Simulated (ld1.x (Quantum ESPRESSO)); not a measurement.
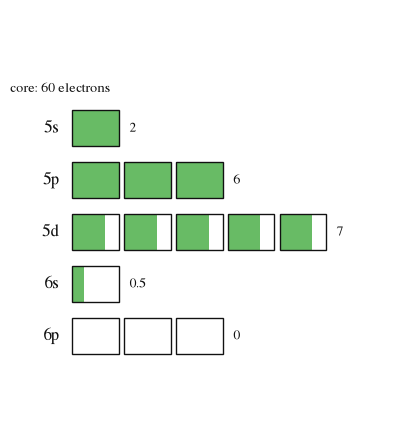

The valence shells of the reference configuration: a box for each of the 2l + 1 orbitals, shaded by the share of the shell that is filled, with the electron count at the right. The shells are those of the unaltered input.

# Pseudopotential generation, with input and output: Ir

- system: iridium (Ir, Z = 77), core [Kr] 4d10 4f14, reference valence 5s2 5p6 5d7 6s0.5 6p0 (an ion of charge +1.5), valence charge 17. (This line and the method describe the unaltered input from which the odd one was made.)
- method: TM potential, PBE, scalar-relativistic, made with ld1.x (Quantum ESPRESSO) 7.5

### Input file
```
 &input
   title='Ir', zed=77., rel=1, dft='PBE', iswitch=3,
   config='[Ne] 4f14 5d7 6s0.5 6p0',
   nld=3, rlderiv=1.95, eminld=-10.0, emaxld=5.0, deld=0.04
 /
 &inputp
   pseudotype=2, tm=.true., lloc=2,
   nlcc=.false.,
   file_pseudopw='Ir.UPF', file_wfcaegen='ae.wfc', file_wfcncgen='nc.wfc', file_beta='beta', file_chi='chi'
 /
3
5S  1  0   2.00   0.00  1.50  1.50  0.0
5P  2  1   6.00   0.00  1.80  1.80  0.0
5D  3  2   7.00   0.00  1.25  1.25  0.0
 &test
   configts(1)='5s2 5p6 5d7 6s0.5 6p0'
 /
```

Command:
```bash
ld1.x < Ir.in > Ir.out
```

### Log
```
     Program LD1 v.7.5

 %%%%%%%%%%%%%%%%%%%%%%%%%%%%%%%%%%%%%%%%%%%%%%%%%%%%%%%%%%%%%%%%%%%%%%%%%%%%%%
     Error in routine ld1_setup (1):
     all electron wfc corresponding to pseudo-state 5S not found
 %%%%%%%%%%%%%%%%%%%%%%%%%%%%%%%%%%%%%%%%%%%%%%%%%%%%%%%%%%%%%%%%%%%%%%%%%%%%%%

     stopping ...
```

### Outcome

| quantity | value |
| --- | --- |
| outcome | refused by the program |
| hardware | 1 CPU thread, shared host |

### Diagnosis

This input holds a deliberate fault: core typed as [Ne] in place of [Xe]. The generator stopped with the message “ld1_setup: all electron wfc corresponding to pseudo-state 5S not found”.
